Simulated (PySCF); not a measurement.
**BI: density, localisation and related maps**

```xyz
2

B     0.0000    0.0000   -1.9793
I     0.0000    0.0000    0.1717
```

Core potentials replace the inner electrons of I.

All numbers below come from PBE0/aug-cc-pVDZ(-PP), non-relativistic Hamiltonian with scalar-relativistic core potentials where named, at a bond length of 2.151 Å in PySCF.

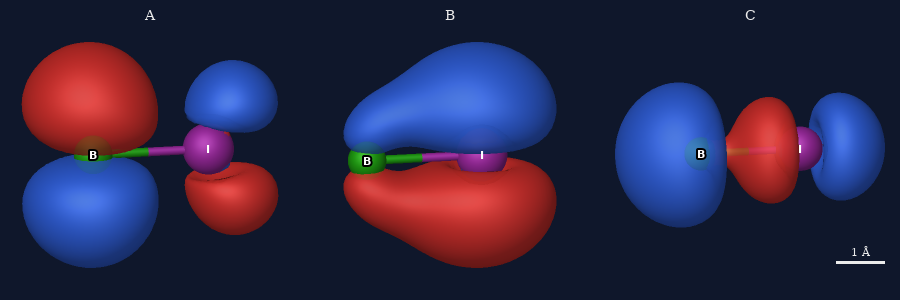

Figure 1. Three frontier orbitals, each drawn at the value that holds 80 % of its norm (blue and red are the two phases), in no order; of a degenerate pair one member is drawn.

> Label each orbital by symmetry, say whether it is occupied, and order them by energy.

Orbital B: π, occupied, −8.72 eV; mainly on I (90 %).
Orbital C: σ, occupied, −7.31 eV; mainly on B (70 %).
Orbital A: π, empty, −2.42 eV; mainly on B (75 %).

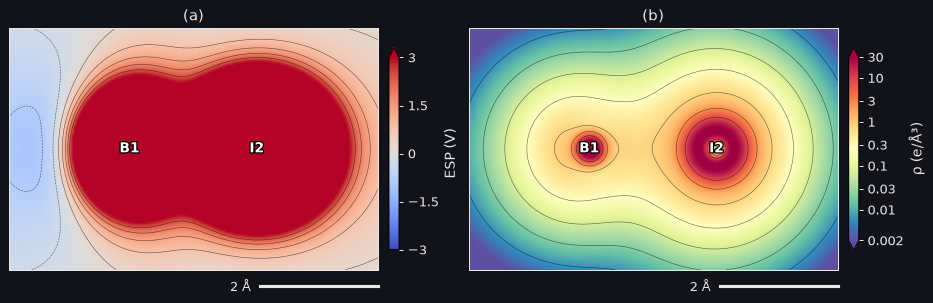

Figure 2. (a) molecular electrostatic potential; (b) electron density on a plane that holds the molecular axis.

> What do the fields say about this system?

Atoms in the plane: B and I. B–I (2.15 Å): ρ is about 0.83 e/Å³ halfway, with its minimum of 0.73 e/Å³ about 0.8 Å from B. Outside the dense part of the molecule the potential is most negative (−1.0 V) near I2.

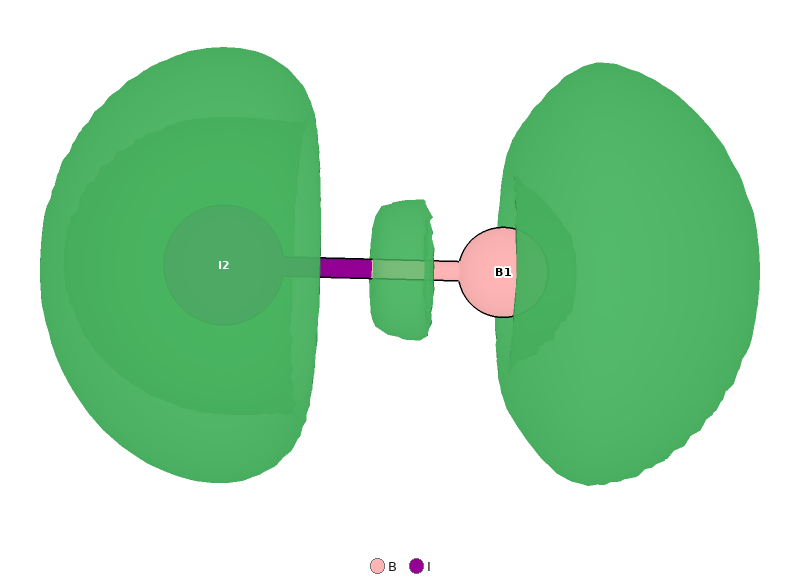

Figure 3. Isosurface of the ELF at 0.75 (green), seen from one side. Only the valence region is drawn (cores and ρ < 0.01 e/Å³ removed).

> What do the ELF domains correspond to?

The ELF exceeds this value in one region between bonded B–I atoms (shared pairs), one ring or bowl of non-bonding electrons around I and one lobe on B, pointing away from the bonds (lone pairs). Along the contacts the grid gives the following. B–I (2.15 Å): the ELF peaks at about 0.90 between the atoms, as expected for a shared electron pair.
